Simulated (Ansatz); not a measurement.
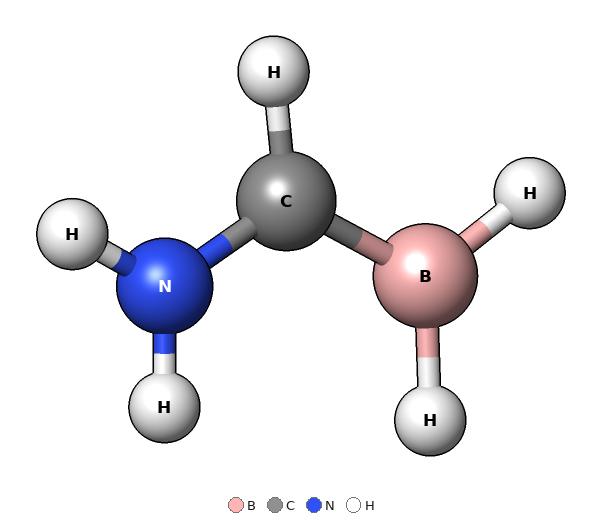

A ball-and-stick model of a molecule. Every bond is drawn as one stick, whatever its order.

State: neutral, doublet. The computed structure is the end point of a PBE0-D4/def2-TZVP optimisation. No frequency run is at hand to confirm it as a minimum.

**Count the atoms of each element.**

CH5BN, 8 atoms: 1 carbon, 5 hydrogen, 1 boron and 1 nitrogen.

**Count the bonded pairs by element.**

2 B–H, 2 N–H, 1 C–B, 1 C–N, 1 C–H. Sticks follow a distance rule.

**How many sets of symmetry-equivalent atoms are there?**

8: 1 B, 1 C, 1 N, 1 H, 1 H, 1 H, 1 H, 1 H.

**Which point group does it belong to?**

Cs.

More results for the same structure follow; atom numbers are the same in all pictures, views and colours differ.

## Shape

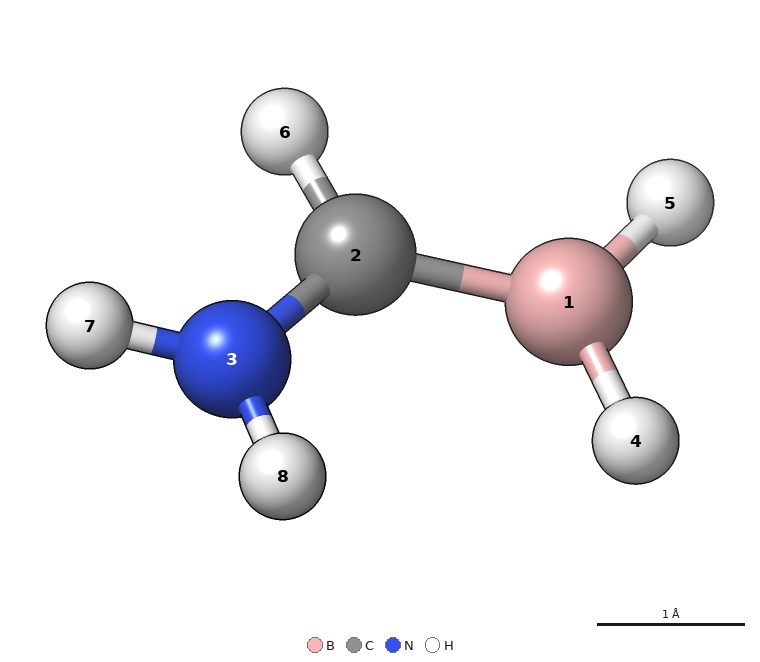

Atoms carry their numbers in the input. No frequency run is at hand to confirm it as a minimum.

Estimate the angles C2–B1–H4, C2–B1–H5, H4–B1–H5, B1–C2–N3, B1–C2–H6, N3–C2–H6, C2–N3–H7, C2–N3–H8, H7–N3–H8.

| angle | degrees |
| --- | --- |
| C2–B1–H4 | 119.0 |
| C2–B1–H5 | 120.3 |
| H4–B1–H5 | 120.7 |
| B1–C2–N3 | 123.7 |
| B1–C2–H6 | 123.2 |
| N3–C2–H6 | 113.1 |
| C2–N3–H7 | 122.7 |
| C2–N3–H8 | 119.7 |
| H7–N3–H8 | 117.6 |

## Charges

The questions are on Mulliken charges. No frequency run is at hand to confirm it as a minimum. Properties computed with UKS PBE0-D4/def2-TZVP (Ansatz 0.2.0).

List the Mulliken charges.

```tsv
atom	value (e)
B1	−0.18
C2	−0.05
N3	−0.37
H4	−0.03
H5	−0.01
H6	0.12
H7	0.25
H8	0.25
```

## Electronic properties

No frequency run is at hand to confirm it as a minimum. Level of theory: UKS B3LYP-D4/def2-TZVPP (Ansatz 0.2.0).

**Estimate the dispersion correction.**

−14.7 kJ/mol.

**What is the ⟨S²⟩ of the determinant?**

0.753.

## Dipole moment

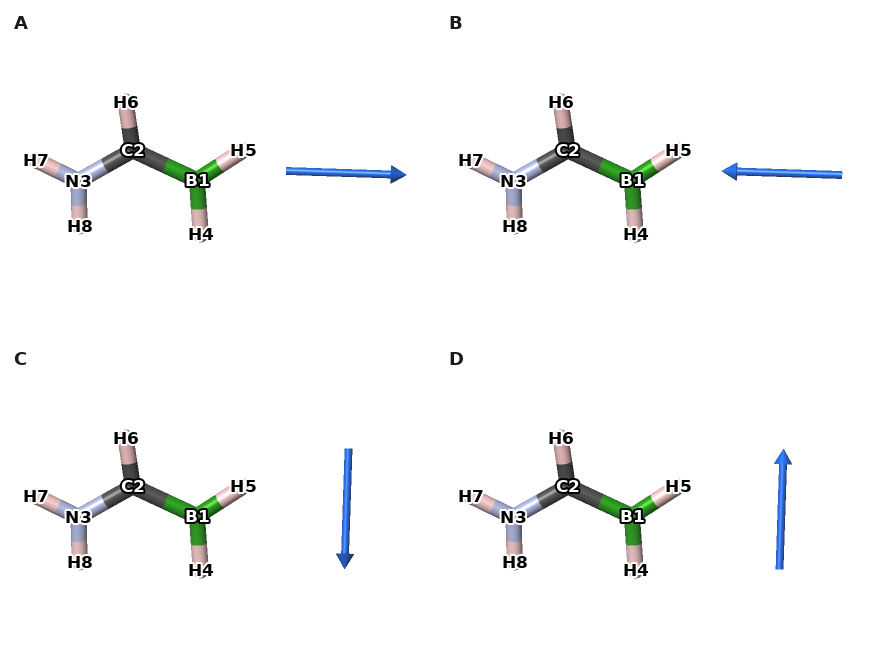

The same molecule four times, each with an arrow. No frequency run is at hand to confirm it as a minimum. Level of theory: UKS PBE0-D4/def2-TZVP (Ansatz 0.2.0).

**Which arrow points along the dipole moment, from the negative to the positive end?**

B. The dipole moment is 3.74 D; it points from the side of H5 to the side of H7 (the outermost atoms at the two ends).

Mulliken values depend strongly on the basis set and can even reverse the polarity of a bond.
